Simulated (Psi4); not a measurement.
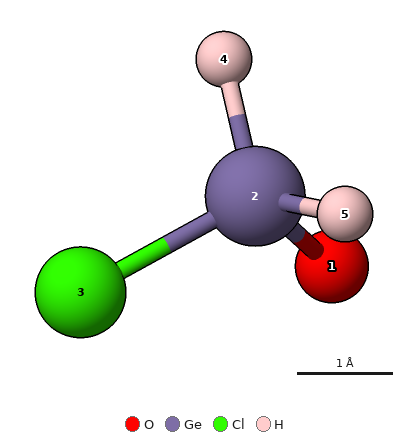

Fig. 1: The structure (ball-and-stick view, seen at a tilt; atoms are numbered from 1 in the order of the input). Sticks mark near contacts.

# Energy and gradient calculation of GeH2ClO (charge +1)

- system: GeH2ClO, charge +1
- method: B3LYP/6-31G*, RKS (Psi4 1.11)

The geometry is that of the parent species in another charge or spin state. The geometry comes from this level: PBE0-D4/def2-TZVP.

Output
```
Psi4 1.11 release

gradient() will perform analytic gradient computation.

   => Loading Basis Set <=

    Name: 6-31G*
    Role: ORBITAL
    Keyword: BASIS

         ---------------------------------------------------------
                                   SCF
                              RKS Reference
                        1 Threads,   2098 MiB Core
         ---------------------------------------------------------

  ==> Geometry <==

    Molecular point group: c1
    Full point group: C1

    Geometry (in Angstrom), charge = 1, multiplicity = 1:

       Center              X                  Y                   Z               Mass
    ------------   -----------------  -----------------  -----------------  -----------------
         O           -0.272400000000    -0.591800000000     1.625500000000    15.994914619570
         GE           0.123700000000    -0.081200000000    -0.034500000000    73.921177761000
         CL          -1.347100000000     1.290100000000    -0.778900000000    34.968852682000
         H            0.081000000000    -1.343800000000    -0.899000000000     1.007825032230
         H            1.464600000000     0.653000000000     0.045400000000     1.007825032230

  Running in c1 symmetry.

  Rotational constants: A =      0.41632  B =      0.10419  C =      0.08626 [cm^-1]
  Rotational constants: A =  12480.84773  B =   3123.39454  C =   2585.92894 [MHz]
  Nuclear repulsion =  264.047620248749411

  Charge       = 1
  Multiplicity = 1
  Electrons    = 58
  Nalpha       = 29
  Nbeta        = 29

  ==> Algorithm <==

  SCF Algorithm Type is PK.
  DIIS enabled.
  MOM disabled.
  Fractional occupation disabled.
  Guess Type is SAD.
  Energy threshold   = 1.00e-09
  Density threshold  = 1.00e-08
  Integral threshold = 1.00e-12

  ==> Primary Basis <==

  Basis Set: 6-31G*
    Blend: 6-31G*
    Number of shells: 30
    Number of basis functions: 68
    Number of Cartesian functions: 73
    Spherical Harmonics?: true
    Max angular momentum: 2

  ==> DFT Potential <==

   => LibXC <=

    Version 7.1.2

   => Composite Functional: B3LYP <=

    B3LYP Hyb-GGA Exchange-Correlation Functional

    Deriv               =              1
    GGA                 =           TRUE
    Meta                =          FALSE

    Exchange Hybrid     =           TRUE
    MP2 Hybrid          =          FALSE

   => Exchange Functionals <=

    0.0800   Slater exchange
    0.7200         Becke 88

   => Exact (HF) Exchange <=

    0.2000               HF

   => Correlation Functionals <=

    0.1900   Vosko, Wilk & Nusair (VWN5_RPA)
    0.8100   Lee, Yang & Parr

   => LibXC Density Thresholds  <==

    XC_HYB_GGA_XC_B3LYP:  1.00E-15

   => Molecular Quadrature <=

    Radial Scheme          =       TREUTLER
    Pruning Scheme         =           NONE
    Nuclear Scheme         =       TREUTLER

    Blocking Scheme        =         OCTREE
    BS radius alpha        =              1
    Pruning alpha          =              1
    Radial Points          =             99
    Spherical Points       =            590
    Total Points           =         278392
    Total Blocks           =           2086
    Max Points             =            256
    Max Functions          =             67
    Weights Tolerance      =       1.00E-15

  ==> Integral Setup <==

  Using in-core PK algorithm.
   Calculation information:
      Number of atoms:                   5
      Number of AO shells:              30
      Number of primitives:             93
      Number of atomic orbitals:        73
      Number of basis functions:        68

      Integral cutoff                 1.00e-12
      Number of threads:                 1

  Performing in-core PK
  Using 5506062 doubles for integral storage.
  We computed 96805 shell quartets total.
  Whereas there are 108345 unique shell quartets.

  ==> DiskJK: Disk-Based J/K Matrices <==

    J tasked:                  Yes
    K tasked:                  Yes
    wK tasked:                  No
    Memory [MiB]:             1150
    Schwarz Cutoff:          1E-12

  Cached 100.0% of DFT collocation blocks in 0.413 [GiB].

  Minimum eigenvalue in the overlap matrix is 2.6740026962E-02.
  Reciprocal condition number of the overlap matrix is 7.4006333506E-03.
    Using symmetric orthogonalization.

  ==> Pre-Iterations <==

  SCF Guess: Superposition of Atomic Densities via on-the-fly atomic UHF (no occupation information).

   -------------------------
    Irrep   Nso     Nmo
   -------------------------
     A         68      68
   -------------------------
    Total      68      68
   -------------------------

  ==> Iterations <==

                        Total Energy        Delta E     RMS |[F,P]|

   @RKS iter SAD: -2609.86716042736634   -2.60987e+03   0.00000e+00
   @RKS iter   1: -2610.91723940835573   -1.05008e+00   4.15615e-02 DIIS/ADIIS
   @RKS iter   2: -2601.00485169042804    9.91239e+00   8.28194e-02 DIIS/ADIIS
   @RKS iter   3: -2612.06258803070114   -1.10577e+01   2.56543e-02 DIIS/ADIIS
   @RKS iter   4: -2610.23012033113218    1.83247e+00   2.96915e-02 DIIS/ADIIS
   @RKS iter   5: -2612.77657714092538   -2.54646e+00   6.52632e-03 DIIS/ADIIS
   @RKS iter   6: -2612.84623254898361   -6.96554e-02   3.76212e-03 DIIS/ADIIS
   @RKS iter   7: -2612.86402885761390   -1.77963e-02   3.07566e-03 DIIS/ADIIS
   @RKS iter   8: -2612.89092562188398   -2.68968e-02   7.57696e-04 DIIS/ADIIS
   @RKS iter   9: -2612.89261268926020   -1.68707e-03   2.41146e-04 DIIS/ADIIS
   @RKS iter  10: -2612.89274692909476   -1.34240e-04   1.01667e-04 DIIS/ADIIS
   @RKS iter  11: -2612.89276736429838   -2.04352e-05   5.43409e-05 DIIS
   @RKS iter  12: -2612.89277561744757   -8.25315e-06   3.44716e-06 DIIS
   @RKS iter  13: -2612.89277565013435   -3.26868e-08   1.65281e-06 DIIS
   @RKS iter  14: -2612.89277565755901   -7.42466e-09   3.14702e-07 DIIS
   @RKS iter  15: -2612.89277565784141   -2.82398e-10   1.41409e-08 DIIS
   @RKS iter  16: -2612.89277565784460   -3.18323e-12   9.18940e-09 DIIS
  Energy and wave function converged.

  ==> Post-Iterations <==

   Electrons on quadrature grid:
      Ntotal   =   57.9999996614 ; deviation = -3.386e-07

    Orbital Energies [Eh]
    ---------------------

    Doubly Occupied:

       1A   -399.053196     2A   -101.795649     3A    -50.129666
       4A    -44.653627     5A    -44.653083     6A    -44.652903
       7A    -19.498271     8A     -9.726695     9A     -7.486473
      10A     -7.484314    11A     -7.478915    12A     -6.561883
      13A     -4.732938    14A     -4.732256    15A     -4.731545
      16A     -1.540704    17A     -1.536998    18A     -1.535677
      19A     -1.533921    20A     -1.533289    21A     -1.217249
      22A     -1.078644    23A     -0.822854    24A     -0.668113
      25A     -0.653309    26A     -0.650117    27A     -0.586627
      28A     -0.571946    29A     -0.570394

    Virtual:

      30A     -0.521163    31A     -0.251661    32A     -0.221690
      33A     -0.189541    34A     -0.128002    35A     -0.087439
      36A     -0.060292    37A     -0.046962    38A      0.011015
      39A      0.160785    40A      0.164672    41A      0.174169
      42A      0.254951    43A      0.278105    44A      0.320874
      45A      0.344662    46A      0.414547    47A      0.448746
      48A      0.606926    49A      0.609885    50A      0.658271
      51A      0.671284    52A      0.709454    53A      0.742072
      54A      0.769996    55A      0.818529    56A      0.819009
      57A      0.980417    58A      1.204248    59A      1.523690
      60A      1.526961    61A      1.612156    62A      1.655398
      63A      2.024456    64A      3.019923    65A      3.041556
      66A      3.107526    67A      3.165058    68A      3.173568

    Final Occupation by Irrep:
              A
    DOCC [    29 ]
    NA   [    29 ]
    NB   [    29 ]

  @RKS Final Energy: -2612.89277565784460

   => Energetics <=

    Nuclear Repulsion Energy =            264.0476202487494106
    One-Electron Energy =               -4144.1233641451199219
    Two-Electron Energy =                1360.7307972040164259
    DFT Exchange-Correlation Energy =     -93.5478289654900692
    Empirical Dispersion Energy =           0.0000000000000000
    VV10 Nonlocal Energy =                  0.0000000000000000
    Total Energy =                      -2612.8927756578441404

Computation Completed

Properties will be evaluated at   0.000000,   0.000000,   0.000000 [a0]

Properties computed using the SCF density matrix

 Multipole Moments:

 ------------------------------------------------------------------------------------
     Multipole            Electronic (a.u.)      Nuclear  (a.u.)        Total (a.u.)
 ------------------------------------------------------------------------------------

 L = 1.  Multiply by 2.5417464519 to convert [e a0] to [Debye]
 Dipole X            :         37.2446298          -36.9930897            0.2515402
 Dipole Y            :        -26.1660352           26.2824999            0.1164647
 Dipole Z            :          3.4859328           -4.1477599           -0.6618271
 Magnitude           :                                                    0.7175316

 ------------------------------------------------------------------------------------

	total time  =         17 seconds =       0.28 minutes

         ------------------------------------------------------------
                                   SCF GRAD
         ------------------------------------------------------------

  ==> Geometry <==

    Molecular point group: c1
    Full point group: C1

    Geometry (in Angstrom), charge = 1, multiplicity = 1:

       Center              X                  Y                   Z               Mass
    ------------   -----------------  -----------------  -----------------  -----------------
         O           -0.272400000000    -0.591800000000     1.625500000000    15.994914619570
         GE           0.123700000000    -0.081200000000    -0.034500000000    73.921177761000
         CL          -1.347100000000     1.290100000000    -0.778900000000    34.968852682000
         H            0.081000000000    -1.343800000000    -0.899000000000     1.007825032230
         H            1.464600000000     0.653000000000     0.045400000000     1.007825032230

  Nuclear repulsion =  264.047620248749411

  ==> Basis Set <==

  Basis Set: 6-31G*
    Blend: 6-31G*
    Number of shells: 30
    Number of basis functions: 68
    Number of Cartesian functions: 73
    Spherical Harmonics?: true
    Max angular momentum: 2

  ==> DirectJKGrad: Integral-Direct SCF Gradients <==

    Gradient:                    1
    J tasked:                  Yes
    K tasked:                  Yes
    wK tasked:                  No
    Integrals threads:           1
    Schwarz Cutoff:          1E-12

  ==> DFT Potential <==

   => LibXC <=

    Version 7.1.2

   => Composite Functional: B3LYP <=

    B3LYP Hyb-GGA Exchange-Correlation Functional

    Deriv               =              1
    GGA                 =           TRUE
    Meta                =          FALSE

    Exchange Hybrid     =           TRUE
    MP2 Hybrid          =          FALSE

   => Exchange Functionals <=

    0.0800   Slater exchange
    0.7200         Becke 88

   => Exact (HF) Exchange <=

    0.2000               HF

   => Correlation Functionals <=

    0.1900   Vosko, Wilk & Nusair (VWN5_RPA)
    0.8100   Lee, Yang & Parr

   => LibXC Density Thresholds  <==

    XC_HYB_GGA_XC_B3LYP:  1.00E-15

   => Molecular Quadrature <=

    Radial Scheme          =       TREUTLER
    Pruning Scheme         =           NONE
    Nuclear Scheme         =       TREUTLER

    Blocking Scheme        =         OCTREE
    BS radius alpha        =              1
    Pruning alpha          =              1
    Radial Points          =             99
    Spherical Points       =            590
    Total Points           =         278392
    Total Blocks           =           2086
    Max Points             =            256
    Max Functions          =             67
    Weights Tolerance      =       1.00E-15

  -Total Gradient:
     Atom            X                  Y                   Z
    ------   -----------------  -----------------  -----------------
       1       -0.007105893010     0.001939424371     0.006306762294
       2        0.019242586316    -0.006443010456    -0.014582325568
       3       -0.000330928273    -0.001951181586     0.004609885713
       4       -0.000068693917     0.011671740810     0.005848147408
       5       -0.011765633944    -0.005216173009    -0.002142314425

	total time  =         13 seconds =       0.22 minutes

Properties will be evaluated at   0.000000,   0.000000,   0.000000 [a0]
OEProp: No title given, name of density matrix used for the following properties is 'SCF density'

 Multipole Moments:

 ------------------------------------------------------------------------------------
     Multipole            Electronic (a.u.)      Nuclear  (a.u.)        Total (a.u.)
 ------------------------------------------------------------------------------------

 L = 1.  Multiply by 2.5417464519 to convert [e a0] to [Debye]
 Dipole X            :         37.2446298          -36.9930897            0.2515402
 Dipole Y            :        -26.1660352           26.2824999            0.1164647
 Dipole Z            :          3.4859328           -4.1477599           -0.6618271
 Magnitude           :                                                    0.7175316

 ------------------------------------------------------------------------------------

  Mayer Bond Indices:

  Irrep: 1 Size: 5 x 5

                 1                   2                   3                   4                   5

    1     0.00000000000000     1.21060749183787     0.47419140172438     0.11989578420252     0.11992151539590
    2     1.21060749183787     0.00000000000000     1.10683223297612     0.76336299991559     0.76333566369449
    3     0.47419140172438     1.10683223297612     0.00000000000000     0.04253636295823     0.04253647030536
    4     0.11989578420252     0.76336299991559     0.04253636295823     0.00000000000000     0.00107512890140
    5     0.11992151539590     0.76333566369449     0.04253647030536     0.00107512890140     0.00000000000000

  Atomic Valences:

 #  #
 Irrep: 1
      1:    1.924616193160673
      2:    3.844138388424079
      3:    1.666096467964100
      4:    0.926870275977749
      5:    0.926868778297155

  Wiberg Bond Indices using Orthogonal Lowdin Orbitals:

  Irrep: 1 Size: 5 x 5

                 1                   2                   3                   4                   5

    1     0.00000000000000     1.46396331358743     0.49559769884560     0.12593802416944     0.12596297383273
    2     1.46396331358743     0.00000000000000     1.38427340980662     0.79142985614531     0.79139386802064
    3     0.49559769884560     1.38427340980662     0.00000000000000     0.04326661245109     0.04326769777574
    4     0.12593802416944     0.79142985614531     0.04326661245109     0.00000000000000     0.00558031834751
    5     0.12596297383273     0.79139386802064     0.04326769777574     0.00558031834751     0.00000000000000

  Atomic Valences:

 #  #
 Irrep: 1
      1:    2.211462010435198
      2:    4.431060447559992
      3:    1.966405418879059
      4:    0.966214811113352
      5:    0.966204857976617
```

Standard output
```
gradient / Eh bohr^-1
[[-7.1060e-03  1.9390e-03  6.3070e-03]
 [ 1.9243e-02 -6.4430e-03 -1.4582e-02]
 [-3.3100e-04 -1.9510e-03  4.6100e-03]
 [-6.9000e-05  1.1672e-02  5.8480e-03]
 [-1.1766e-02 -5.2160e-03 -2.1420e-03]]
energy = -2612.8927756578 Eh
```

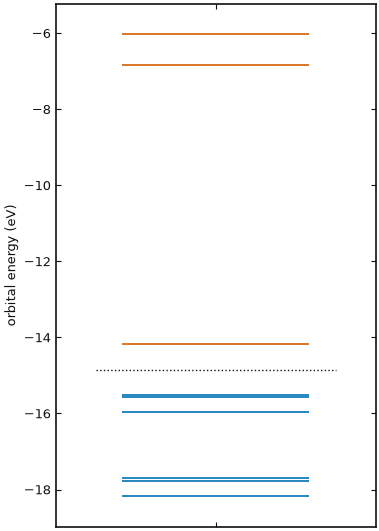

Fig. 2: Orbital energies near the frontier; the dotted line parts filled from empty levels, and levels within 0.02 eV of each other stand side by side. Highest filled −15.52 eV, lowest empty −14.18 eV, 1.34 eV apart.

The run was set up as follows.

Input file (clgeh2o.py)
```python
import psi4

psi4.set_memory('2200 MB')
psi4.set_num_threads(1)
psi4.set_output_file('psi4.out', False)

with open('clgeh2o.xyz') as f:
    atoms = ''.join(f.readlines()[2:])
m = psi4.geometry('1 1\n' + atoms + 'symmetry c1\nno_reorient\nno_com')

options = {'basis': '6-31G*', 'reference': 'rks', 'puream': True, 'e_convergence': 1e-09, 'd_convergence': 1e-08, 'scf_type': 'pk', 'dft_radial_points': 99, 'dft_spherical_points': 590}
psi4.set_options(options)

e, wfn = psi4.gradient('B3LYP', return_wfn=True)
psi4.oeprop(wfn, 'MAYER_INDICES', 'DIPOLE', 'WIBERG_LOWDIN_INDICES')
print('gradient / Eh bohr^-1')
print(e.np.round(6))
print(f'energy = {wfn.energy():.10f} Eh')
```

File clgeh2o.xyz
```
5
ClGeH2O
O     -0.272400    -0.591800     1.625500
Ge     0.123700    -0.081200    -0.034500
Cl    -1.347100     1.290100    -0.778900
H      0.081000    -1.343800    -0.899000
H      1.464600     0.653000     0.045400
```

Launched with:
```bash
python clgeh2o.py
```

Results in brief

| quantity | value |
| --- | --- |
| outcome | converged |
| total energy | −2612.892776 hartree |
| basis functions | 68 |
| largest force | 1.285 eV/Å |
| HOMO | −15.52 eV |
| LUMO | −14.18 eV |
| hardware | 1 thread of Intel Xeon @ 2.50GHz (Skylake/Cascade Lake), 32 GiB of memory available, shared host |
| wall time | 32 s |
| peak memory | 0.7 GiB |
